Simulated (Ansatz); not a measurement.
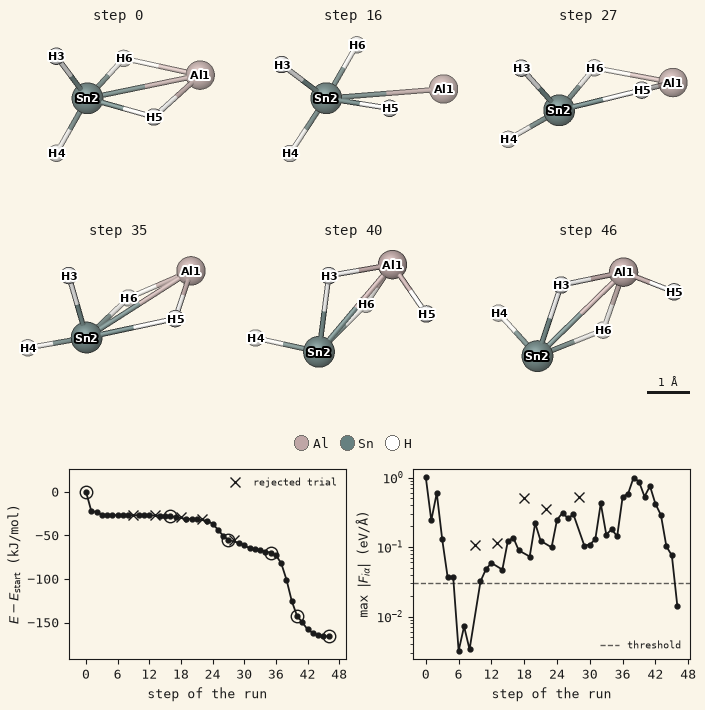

Frames of a relaxation of AlSnH4 (multiplicity 2), marked on the history of the run. The picture is a ball-and-stick view, seen from a free direction.

It is one of the separated reactants of a reaction.

The calculation used UKS PBE-D4/def2-SVP (Ansatz 0.2.0).

Input
```yaml
crystal:
  periodic: [false, false, false]
  atoms:
    - {symbol: Al, position_ang: [0.094869, 2.122565, -0.521892]}
    - {symbol: Sn, position_ang: [-0.028917, -0.643162, 0.157909]}
    - {symbol: H, position_ang: [1.061086, -1.218172, 1.328916]}
    - {symbol: H, position_ang: [-1.188989, -1.597144, -0.638427]}
    - {symbol: H, position_ang: [0.807187, 0.373283, -0.994306]}
    - {symbol: H, position_ang: [-0.750064, 0.857920, 0.693434]}
basis:
  gaussian: {orbitals: def2-SVP}
magnetization: {spin_polarized: true, initial_magnetization: 1}
hamiltonian: {xc: pbe, dispersion: d4}
relax: {f_tol: 0.03, max_steps: 250}
```

Launched with:
```bash
ansatz run in.yaml --threads 2 --pin off --events-out ev --progress --plain --max-ram 4352MiB
```

**Describe the path.**

H5 moves most after the best rigid fit: 1.57 Å. Largest moves by element: H 1.57 Å, Al 1.32 Å, Sn 1.14 Å. Near-neighbour distances that change, for instance: Al1–H3 3.939 → 1.764 Å, Sn2–H5 1.749 → 3.742 Å, Al1–H5 1.947 → 1.615 Å, Sn2–H3 1.700 → 1.979 Å. Bond angles that change, for instance: Al1–Sn2–H3 117.7° → 36.7°, H3–Sn2–H4 124.8° → 85.0°, H3–Sn2–H6 110.1° → 73.1°. After 41 accepted moves (46 points after the start) the energy has fallen by 165.9 kJ/mol. The largest force component goes from 1 to 0.014 eV/Å. The line search rejected the trial steps at points 9, 13, 18, 22, 28 of the run. The forces were under the threshold at step 6, but the run went on from there. From step 0 to 16: Al1 moves most (0.53 Å), energy −28.0 kJ/mol. From step 16 to 27: H4 moves most (0.61 Å), energy −27.1 kJ/mol. From step 27 to 35: Al1 moves most (0.76 Å), energy −14.7 kJ/mol. From step 35 to 40: Al1 moves most (0.89 Å), energy −72.5 kJ/mol. From step 40 to 46: H5 moves most (0.68 Å), energy −23.5 kJ/mol.

| step | E − E(0), kJ/mol | largest force component, eV/Å | note |
| --- | --- | --- | --- |
| 0 | 0.00 | 1.0040 |  |
| 1 | -21.95 | 0.2421 |  |
| 2 | -23.21 | 0.5980 |  |
| 3 | -26.07 | 0.1284 |  |
| 4 | -26.59 | 0.0365 |  |
| 5 | -26.77 | 0.0375 |  |
| 6 | -26.79 | 0.0032 |  |
| 7 | -26.79 | 0.0072 |  |
| 8 | -26.79 | 0.0034 |  |
| 9 | -26.56 | 0.1072 | rejected |
| 10 | -26.81 | 0.0320 |  |
| 12 | -26.91 | 0.0589 |  |
| 14 | -27.37 | 0.0473 |  |
| 16 | -28.04 | 0.1365 |  |
| 18 | -28.66 | 0.5044 | rejected |
| 19 | -30.97 | 0.0730 |  |
| 21 | -31.68 | 0.1229 |  |
| 23 | -33.07 | 0.0988 |  |
| 25 | -43.28 | 0.3100 |  |
| 27 | -55.11 | 0.2939 |  |
| 29 | -58.58 | 0.1043 |  |
| 31 | -64.72 | 0.1292 |  |
| 33 | -66.88 | 0.1514 |  |
| 35 | -69.85 | 0.1426 |  |
| 37 | -81.94 | 0.5863 |  |
| 38 | -100.80 | 0.9991 |  |
| 40 | -142.39 | 0.5323 |  |
| 42 | -157.94 | 0.4171 |  |
| 44 | -164.80 | 0.1020 |  |
| 46 | -165.89 | 0.0142 |  |
